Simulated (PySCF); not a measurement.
O$_{4}$Ru.

Computed with PySCF, PBE0/def2-SVPD, geometry: GFN2-xTB. Core potentials replace the inner electrons of Ru; spin–orbit coupling isn't included. This is a single-reference result, which may miss multireference character in this system. No frequency check shows the geometry to be a minimum. GFN2-xTB bond lengths at metals and heavier atoms can be off by up to 0.1 Å and shapes distorted, which carries into these values.

Coordinates in Å:

```
Ru1     -0.0001   -0.0000   -0.0000
O2      -0.9261   -1.2104    0.4997
O3      -0.9261    1.2105   -0.4997
O4       0.9263   -0.4998   -1.2102
O5       0.9263    0.4998    1.2102
```

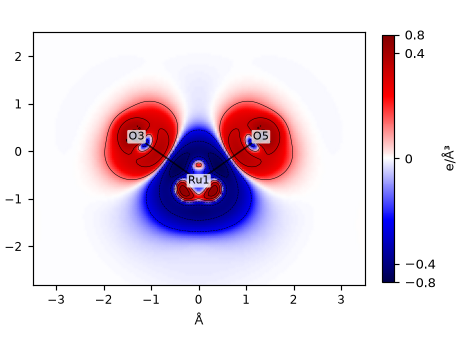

Deformation density (molecule less spherical, spin-averaged free atoms) in the plane of Ru1, O3 and O5; colour scale in e/Å³, logarithmic beyond ±0.1; red: gain, blue: loss.

### Describe the bonding that the map shows.

Ru1–O3 and Ru1–O5: +0.12 e/Å³ at the bond critical point (bond length 1.60 Å). In all, 1.5 electrons gather in the regions of gain relative to the promolecule. A small or negative value marks a very polar bond, one between electron-rich atoms, whose free-atom densities already overlap strongly, a long bond to a heavier atom, or a closed-shell contact such as a hydrogen bond.

### Where do the Hirshfeld charges lie?

The highest Hirshfeld charge is on Ru1 (+1.12 e), the lowest on O2, O3, O4 and O5 (−0.28 e).

| atom | charge (e) |
| --- | --- |
| Ru1 | +1.12 |
| O2 | −0.28 |
| O3 | −0.28 |
| O4 | −0.28 |
| O5 | −0.28 |
